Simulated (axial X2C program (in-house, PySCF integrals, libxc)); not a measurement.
InBr⁺: relativistic diatomic calculation

System: InBr⁺, single determinant with Ω = 1/2.
Method: PBE0, two-component X2C with atomic mean-field Coulomb and Gaunt terms, In dyall-v3z, Br dyall-v3z (cores contracted) (axial X2C program (in-house, PySCF integrals, libxc)).

**The input**
```
{"zs": [49, 35], "q": 1, "bas": ["dyall-v3z", "dyall-v3z"], "levels": ["PBE0", "HF", "BLYP", "B3LYP"], "cc": false, "r0": 2.56, "npts": 10, "nst": 2, "ntry": 6, "opt": {"nrad": 20, "nth": 10}}
```

The line is the task of a batch: nuclear charges, charge, bases, the levels to run, a first guess of the distance and further settings. This report covers PBE0 with spin-orbit coupling. The log is that of the reference distance 2.468 Å, started from orbitals converged before.

The run was one of a batch that the task file lists, launched with:
```bash
python <driver script> task.json out
```

**Log**
```
two-component X2C + atomic mean field  PBE0
basis functions 171  fitting functions 1031  grid points 392
iter        total energy     max residual
   1      -8483.123001532     1.31e-05
   2      -8483.123001534     1.92e-05
converged
one-electron -12422.66705882  Coulomb 3829.45454855  exact exchange -62.36590831  xc functional -190.99794775  nuclear repulsion 367.72241359  atomic mean-field constant -4.26904879
```

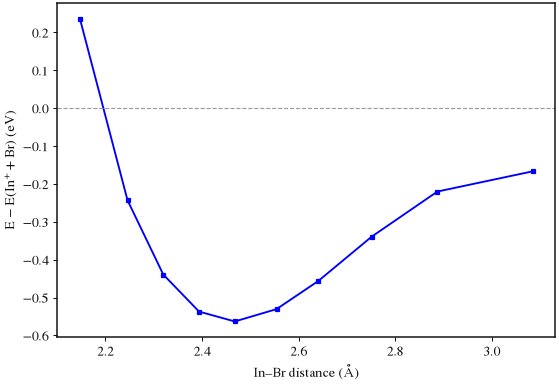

*Energy at 10 bond lengths, for one set of occupations held fixed; the line joins the points.*

A polynomial of degree 6 through 9 points gives rₑ = 2.464 Å, ωₑ = 233.8 cm⁻¹, ωₑxₑ = 1.4 cm⁻¹ and Bₑ = 0.05933 cm⁻¹. The minimum lies 0.56 eV below In⁺ + Br, each computed as one determinant at the same level.

**Outcome**

```tsv
quantity	value
outcome	converged
bond length rₑ	2.464 Å
ωₑ	233.8 cm⁻¹
energy at the minimum	−8483.12300 hartree
depth below the fragments	0.56 eV
hardware	1 thread of Arm Neoverse N1, 54 GiB of memory available, shared host
wall time	12 s
```

**What is odd here**

This input holds a deliberate oddity: coarse grid (nrad = 20.0) (nth = 10.0). The program ran to the end. Its numbers are those of the input as typed; this run alone doesn't show how far the oddity moves them.
